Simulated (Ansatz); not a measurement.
Pulling on the Al1–O2 bond in AlO (multiplicity 2 held). Energies count from the point at 1.627 Å.


R- and RO- levels are restricted; in cc, def2 and unpolarised 6-31G sets they are followed outwards from rest. U- levels take the lowest unrestricted solution at each point, which mixes spins at long bonds. Full CI gives the lowest state of the spin. Left out are points that failed, MP2 points in a non-variational dive below the minimum, coupled-cluster points behind a sign of a changed root (a jump of the amplitudes, or a one-step jump against full CI or MRCI), small-basis points behind a change of solution, and semi-empirical points at long bonds. Levels need not reach the same state.

Cores are frozen in the correlated methods.

Programs: Ansatz (Gaussian orbitals). Values without a source in brackets are computed.

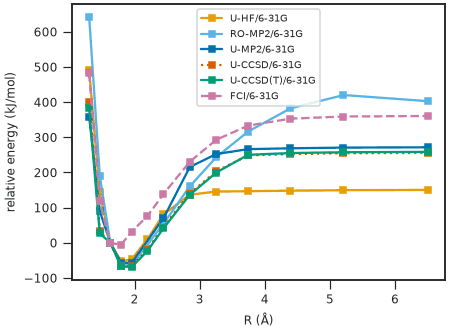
*Relative energy along the coordinate*

### Question
Order the other curves in the same basis by their non-parallelity to FCI/6-31G (largest less smallest deviation, whatever its cause), smallest first.

### Answer
U-CCSD(T)/6-31G (102 kJ/mol), U-CCSD/6-31G (105 kJ/mol), U-MP2/6-31G (124 kJ/mol), U-HF/6-31G (237 kJ/mol), RO-MP2/6-31G (255 kJ/mol)

### Question
Read off the FCI/6-31G curve at R = 2.441.

### Answer
about 140 kJ/mol

Doubts at one or more of the structures used: a spin-contaminated determinant (U-HF/6-31G, U-MP2/6-31G, U-CCSD/6-31G, U-CCSD(T)/6-31G); a restricted determinant that unrestricted orbitals would lower (RO-MP2/6-31G); T1 above 0.05 (U-CCSD/6-31G, U-CCSD(T)/6-31G); the program's own flag: large difference (U-CCSD/6-31G, U-CCSD(T)/6-31G).

Ansatz is an electronic-structure program.
